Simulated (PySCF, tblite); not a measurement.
# C₅H₁₀NPSi: geometry, infrared bands and NMR shifts

Wanted: the infrared bands and NMR shifts of C₅H₁₀NPSi (`C#C[Si@@](N)(P)C(=C)C`), by calculation.

The runs use tblite 0.8.0 and PySCF 2.14.0, with density-fitted response routines of our own; the level of theory stands in each step. All values are computed, except where a source is named. Atoms count from 0, in the outputs and in this text.

## (1) The starting structure

18 atoms, charge 0, multiplicity 1; geometry from: force field or distance geometry start.

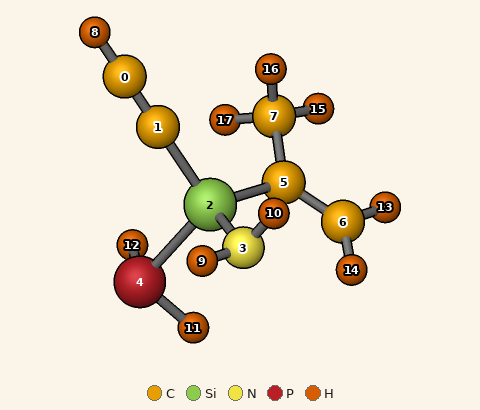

The starting geometry (carbon amber, silicon green, nitrogen yellow, phosphorus red, hydrogen orange), atoms numbered.

## (2) Optimising the geometry with GFN2-xTB

The job: settings as JSON, then the geometry in Å.

```
{"job": {"kind": "relax", "xc": "GFN2-xTB", "basis": "xTB"}, "charge": 0, "multiplicity": 1}
C      0.090500    -0.155500    -3.279200
C     -0.251300    -0.095400    -2.133900
Si    -0.753100    -0.016100    -0.335800
N     -1.911500     1.234600    -0.174800
P     -1.804500    -1.862900     0.244700
C      0.634300     0.282200     0.842300
C      0.480700     0.900200     2.029100
C      1.994900    -0.218300     0.411400
H      0.376500    -0.205300    -4.302000
H     -2.680100     1.039900    -0.804600
H     -1.491000     2.094900    -0.480800
H     -1.902100    -1.577800     1.619800
H     -0.661400    -2.676100     0.369200
H      1.320000     1.052700     2.706500
H     -0.489900     1.275000     2.372300
H      2.747600    -0.061600     1.191300
H      2.331800     0.300900    -0.490900
H      1.959800    -1.304900     0.203800
```

Run with:

```sh
OMP_NUM_THREADS=1 python probes_run.py task.json out
```

The driver reads the jobs from task.json and runs them one after another.

**Question.** This job is followed by: GFN2-xTB harmonic vibrations, gas phase; GIAO PBE0/pcSseg-1 NMR shielding, non-relativistic, gas phase. What will the session give for the following? strongest single infrared mode (GFN2-xTB); zero-point energy (GFN2-xTB); 13C shifts against TMS (PBE0/pcSseg-1); 1H shifts against TMS (PBE0/pcSseg-1, means over atoms taken as alike); 29Si shifts against TMS (PBE0/pcSseg-1); 15N shifts against NH3 (PBE0/pcSseg-1); 31P shifts against H3PO4 (PBE0/pcSseg-1).

**Answer**, as computed:

```
                                                              quantity                                   value
                             strongest single infrared mode (GFN2-xTB)                    498 cm⁻¹, 167 km/mol
                                          zero-point energy (GFN2-xTB)                           82.5 kcal/mol
                                13C shifts against TMS (PBE0/pcSseg-1)     154.5, 132.1, 102.9, 93.1, 25.5 ppm
1H shifts against TMS (PBE0/pcSseg-1, means over atoms taken as alike)  6.05, 5.87, 2.12, 2.09, 1.33, 0.75 ppm
                               29Si shifts against TMS (PBE0/pcSseg-1)                               -30.9 ppm
                                15N shifts against NH3 (PBE0/pcSseg-1)                                26.1 ppm
                              31P shifts against H3PO4 (PBE0/pcSseg-1)                              -277.6 ppm
```

What this shows: Relaxing lowered the energy by 0.304 eV in 141 steps; the close pair that moved most is Si2–P4, from 2.203 to 2.260 Å. All 48 modes are real, so the xTB geometry is a minimum. The strongest single mode, at 498 cm⁻¹, moves mainly H10 and H9. Unscaled tight-binding wavenumbers are off by several per cent, some by more. Its intensities can rank the bands wrongly. The most deshielded carbon is C5 (fully substituted alkene carbon), at 154.5 ppm: the olefinic region. At PBE0/pcSseg-1: The largest span, 299 ppm, is at C1, where the paramagnetic term is -171 ppm.
